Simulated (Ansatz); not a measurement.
## C₂H₈OSi₂: nudged elastic band (part 2 of 2)

C₂H₈OSi₂; RKS r2SCAN/STO-3G (Ansatz 0.2.0). It belongs to a series of runs on one base structure; here: band between the two ends.

Geometry of the input (Å):
```
Si 0.3243  -1.1295  1.9937
Si 0.1511  -0.7450  -0.2337
C  0.5768  0.9486  -0.9234
C  -0.9470  1.0235  -1.3075
O  -1.4450  -0.3054  -0.8367
H  1.7149  -1.2585  2.3727
H  -0.2471  -0.0485  2.7649
H  -0.3493  -2.3539  2.3670
H  0.7198  -1.8640  -0.9766
H  1.2416  0.9738  -1.7951
H  0.8815  1.7277  -0.2144
H  -1.1178  1.1424  -2.4013
H  -1.4834  1.8542  -0.7946
```

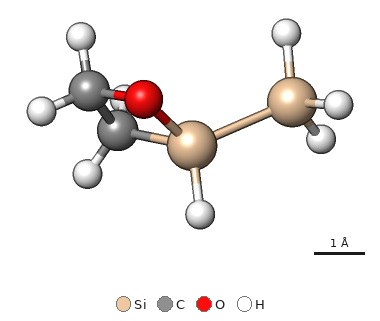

*The structure as given in the input (ball-and-stick view, seen on its broad side).*

```
Total energy: -19767.47697234 eV, -726.4413798563 hartree
Atom 0 at     0.275506    -1.138965     2.002269 Å, force    -0.000665     0.001163    -0.002602 eV/Å
Atom 1 at    -0.007626    -0.763333    -0.218985 Å, force     0.009911    -0.004481     0.004375 eV/Å
Atom 2 at     0.665212     0.808962    -0.994434 Å, force    -0.001810     0.000011    -0.003128 eV/Å
Atom 3 at    -0.844599     1.155763    -1.269909 Å, force     0.003041     0.002924     0.003353 eV/Å
Atom 4 at    -1.539680    -0.040133    -0.702993 Å, force    -0.007638     0.003359    -0.000280 eV/Å
Atom 5 at     1.283025    -0.253388     2.544130 Å, force    -0.000880    -0.000410     0.002075 eV/Å
Atom 6 at    -0.950494    -0.912381     2.735330 Å, force     0.000857    -0.000832    -0.001123 eV/Å
Atom 7 at     0.700674    -2.498696     2.252953 Å, force     0.000008     0.000140     0.000538 eV/Å
Atom 8 at     0.276944    -1.977187    -0.976248 Å, force    -0.001048     0.000371    -0.000500 eV/Å
Atom 9 at     1.255925     0.696617    -1.911489 Å, force     0.000087     0.000221    -0.000073 eV/Å
Atom 10 at     1.159067     1.531005    -0.333076 Å, force    -0.001767    -0.000982    -0.000258 eV/Å
Atom 11 at    -1.075955     1.268796    -2.353186 Å, force     0.000257    -0.001051    -0.001040 eV/Å
Atom 12 at    -1.177597     2.088239    -0.759464 Å, force    -0.000354    -0.000433    -0.001337 eV/Å
Dipole moment:     0.288983    -0.019292     0.047446 e Å
this run last wrote the band of iteration 12 to [file]; this run last wrote the band within `neb.f_tol` of iteration 9 to [file]
```

### The last band as extended XYZ (Å, eV, eV/Å)
```
13
Properties=species:S:1:pos:R:3:forces:R:3 image=0 energy=-19767.49230
Si    0.3243   -1.1295    1.9937   -0.0002  -0.0014   0.0004
Si    0.1511   -0.7450   -0.2337   -0.0027   0.0022   0.0011
C     0.5768    0.9486   -0.9234    0.0060   0.0021   0.0019
C    -0.9470    1.0235   -1.3075   -0.0011  -0.0075   0.0009
O    -1.4450   -0.3054   -0.8367   -0.0023   0.0051  -0.0036
H     1.7149   -1.2585    2.3727    0.0004  -0.0004   0.0005
H    -0.2471   -0.0485    2.7649    0.0017   0.0000  -0.0002
H    -0.3493   -2.3539    2.3670   -0.0002   0.0003   0.0004
H     0.7198   -1.8640   -0.9766    0.0007  -0.0023  -0.0007
H     1.2416    0.9738   -1.7951   -0.0002   0.0021   0.0006
H     0.8815    1.7277   -0.2144   -0.0001   0.0008  -0.0005
H    -1.1178    1.1424   -2.4013   -0.0016  -0.0014  -0.0014
H    -1.4834    1.8542   -0.7946   -0.0006   0.0003   0.0005
13
Properties=species:S:1:pos:R:3:forces:R:3 image=1 energy=-19767.48927
Si    0.3073   -1.1245    1.9921    0.0018   0.0001   0.0000
Si    0.1135   -0.7606   -0.2380    0.0010   0.0009   0.0024
C     0.6036    0.9080   -0.9459   -0.0001  -0.0028  -0.0046
C    -0.9249    1.0575   -1.2876   -0.0003   0.0035   0.0027
O    -1.4697   -0.2553   -0.8240    0.0008  -0.0024   0.0019
H     1.6856   -0.9673    2.4043    0.0012  -0.0042  -0.0008
H    -0.4906   -0.1907    2.7546    0.0028   0.0025   0.0007
H    -0.1071   -2.4647    2.3445   -0.0053   0.0011   0.0000
H     0.6205   -1.9116   -0.9764    0.0011   0.0017  -0.0020
H     1.2415    0.8933   -1.8377    0.0011   0.0026   0.0016
H     0.9700    1.6748   -0.2528   -0.0030   0.0002   0.0017
H    -1.1229    1.2032   -2.3734    0.0014  -0.0022  -0.0011
H    -1.4064    1.9031   -0.7449   -0.0025  -0.0010  -0.0024
13
Properties=species:S:1:pos:R:3:forces:R:3 image=2 energy=-19767.48340
Si    0.2939   -1.1229    1.9921    0.0020  -0.0003   0.0004
Si    0.0785   -0.7706   -0.2392   -0.0025   0.0018   0.0045
C     0.6264    0.8717   -0.9663    0.0000  -0.0050  -0.0071
C    -0.9015    1.0890   -1.2723   -0.0009   0.0053   0.0037
O    -1.4918   -0.2010   -0.8009    0.0023  -0.0034   0.0021
H     1.5975   -0.6861    2.4437    0.0028  -0.0044  -0.0005
H    -0.7005   -0.3900    2.7433    0.0037   0.0045   0.0010
H     0.1619   -2.5254    2.3201   -0.0066  -0.0003  -0.0008
H     0.5215   -1.9474   -0.9780    0.0024   0.0029  -0.0035
H     1.2403    0.8229   -1.8736    0.0021   0.0030   0.0022
H     1.0454    1.6239   -0.2872   -0.0042   0.0003   0.0023
H    -1.1194    1.2490   -2.3522    0.0029  -0.0035  -0.0014
H    -1.3318    1.9522   -0.7144   -0.0041  -0.0008  -0.0028
13
Properties=species:S:1:pos:R:3:forces:R:3 image=3 energy=-19767.47789
Si    0.2795   -1.1215    1.9929    0.0062  -0.0017   0.0015
Si    0.0435   -0.7775   -0.2390   -0.0028   0.0031   0.0064
C     0.6481    0.8355   -0.9869   -0.0003  -0.0097  -0.0150
C    -0.8751    1.1205   -1.2587    0.0013   0.0116   0.0087
O    -1.5102   -0.1448   -0.7793    0.0004  -0.0055   0.0071
H     1.4509   -0.4312    2.4880    0.0007  -0.0012   0.0004
H    -0.8642   -0.6302    2.7289    0.0008   0.0045  -0.0002
H     0.4366   -2.5271    2.2958   -0.0059  -0.0012  -0.0021
H     0.4216   -1.9779   -0.9757    0.0007   0.0036  -0.0065
H     1.2364    0.7532   -1.9086    0.0045   0.0043   0.0028
H     1.1181    1.5712   -0.3231   -0.0054  -0.0004   0.0040
H    -1.1110    1.2959   -2.3323    0.0050  -0.0058  -0.0035
H    -1.2537    1.9990   -0.6872   -0.0051  -0.0017  -0.0036
13
Properties=species:S:1:pos:R:3:forces:R:3 image=4 energy=-19767.47697
Si    0.2755   -1.1390    2.0023   -0.0007   0.0012  -0.0026
Si   -0.0076   -0.7633   -0.2190    0.0099  -0.0045   0.0044
C     0.6652    0.8090   -0.9944   -0.0018   0.0000  -0.0031
C    -0.8446    1.1558   -1.2699    0.0030   0.0029   0.0034
O    -1.5397   -0.0401   -0.7030   -0.0076   0.0034  -0.0003
H     1.2830   -0.2534    2.5441   -0.0009  -0.0004   0.0021
H    -0.9505   -0.9124    2.7353    0.0009  -0.0008  -0.0011
H     0.7007   -2.4987    2.2530    0.0000   0.0001   0.0005
H     0.2769   -1.9772   -0.9762   -0.0010   0.0004  -0.0005
H     1.2559    0.6966   -1.9115    0.0001   0.0002  -0.0001
H     1.1591    1.5310   -0.3331   -0.0018  -0.0010  -0.0003
H    -1.0760    1.2688   -2.3532    0.0003  -0.0011  -0.0010
H    -1.1776    2.0882   -0.7595   -0.0004  -0.0004  -0.0013
13
Properties=species:S:1:pos:R:3:forces:R:3 image=5 energy=-19767.47863
Si    0.2692   -1.1222    1.9976   -0.0049   0.0096   0.0001
Si   -0.0134   -0.7761   -0.2284    0.0212  -0.0093  -0.0027
C     0.6720    0.7857   -1.0148   -0.0026  -0.0082  -0.0095
C    -0.8371    1.1653   -1.2480    0.0086   0.0098   0.0015
O    -1.5383   -0.0482   -0.7286   -0.0035  -0.0027   0.0206
H     1.0212   -0.0411    2.5959   -0.0097   0.0042   0.0050
H    -1.0042   -1.2071    2.6781    0.0013  -0.0027   0.0079
H     0.9893   -2.3518    2.2481   -0.0007   0.0008  -0.0095
H     0.2618   -2.0062   -0.9619   -0.0101   0.0041  -0.0131
H     1.2285    0.6568   -1.9509    0.0027   0.0031   0.0024
H     1.2053    1.4964   -0.3721   -0.0038   0.0003   0.0032
H    -1.0916    1.3382   -2.3176    0.0018  -0.0067  -0.0048
H    -1.1423    2.0756   -0.6824   -0.0002  -0.0023  -0.0011
13
Properties=species:S:1:pos:R:3:forces:R:3 image=6 energy=-19767.48470
Si    0.2740   -1.1185    1.9995    0.0005   0.0055   0.0008
Si   -0.0275   -0.7746   -0.2230    0.0153   0.0000  -0.0015
C     0.6726    0.7737   -1.0228   -0.0029  -0.0094  -0.0112
C    -0.8330    1.1722   -1.2460    0.0068   0.0107   0.0038
O    -1.5471   -0.0245   -0.7056   -0.0022  -0.0041   0.0136
H     0.7231    0.0890    2.6564   -0.0099   0.0019   0.0053
H    -0.9549   -1.5411    2.6346    0.0005  -0.0046   0.0018
H     1.2676   -2.1443    2.2319    0.0017   0.0018  -0.0061
H     0.2202   -2.0105   -0.9567   -0.0098   0.0009  -0.0051
H     1.2209    0.6339   -1.9622    0.0025   0.0028   0.0020
H     1.2192    1.4808   -0.3871   -0.0031  -0.0021   0.0034
H    -1.0943    1.3358   -2.3156    0.0010  -0.0042  -0.0023
H    -1.1204    2.0932   -0.6885   -0.0003   0.0007  -0.0046
13
Properties=species:S:1:pos:R:3:forces:R:3 image=7 energy=-19767.49053
Si    0.2808   -1.1183    2.0035   -0.0002   0.0018   0.0005
Si   -0.0443   -0.7686   -0.2133    0.0068   0.0007   0.0001
C     0.6717    0.7642   -1.0282   -0.0010  -0.0050  -0.0060
C    -0.8298    1.1795   -1.2495    0.0028   0.0045   0.0027
O    -1.5576    0.0067   -0.6757    0.0000  -0.0009   0.0060
H     0.4082    0.1308    2.7204   -0.0056  -0.0003   0.0026
H    -0.8192   -1.8578    2.5824    0.0008  -0.0025   0.0005
H     1.4901   -1.8817    2.2240    0.0015   0.0024  -0.0028
H     0.1727   -2.0095   -0.9485   -0.0052   0.0007  -0.0024
H     1.2175    0.6132   -1.9672    0.0012   0.0011   0.0008
H     1.2264    1.4691   -0.3973   -0.0015  -0.0012   0.0017
H    -1.0944    1.3199   -2.3218    0.0008  -0.0021  -0.0013
H    -1.1017    2.1178   -0.7139   -0.0003   0.0007  -0.0024
13
Properties=species:S:1:pos:R:3:forces:R:3 image=8 energy=-19767.49232
Si    0.2861   -1.1174    2.0079    0.0080  -0.0010   0.0072
Si   -0.0670   -0.7636   -0.2033    0.0004  -0.0054   0.0007
C     0.6713    0.7490   -1.0352   -0.0002   0.0068   0.0013
C    -0.8237    1.1885   -1.2532   -0.0028  -0.0024  -0.0014
O    -1.5693    0.0444   -0.6443   -0.0001   0.0062  -0.0025
H     0.0993    0.0929    2.7763   -0.0005  -0.0006  -0.0032
H    -0.6118   -2.1245    2.5292   -0.0039   0.0005  -0.0037
H     1.6398   -1.5783    2.2300   -0.0012   0.0003  -0.0018
H     0.1122   -2.0094   -0.9407    0.0008  -0.0008   0.0018
H     1.2129    0.5840   -1.9744   -0.0010  -0.0021   0.0018
H     1.2385    1.4488   -0.4098   -0.0004   0.0000  -0.0022
H    -1.0931    1.3059   -2.3272    0.0011   0.0001   0.0030
H    -1.0748    2.1451   -0.7404   -0.0001  -0.0016  -0.0010
```

### Summary

- outcome: converged
- barrier, forward: 0.015 eV
- barrier, backward: 0.015 eV
- wall time: 4.1 min
- peak memory: 0.14 GiB

### Remarks

The order of the saddle point was not checked.
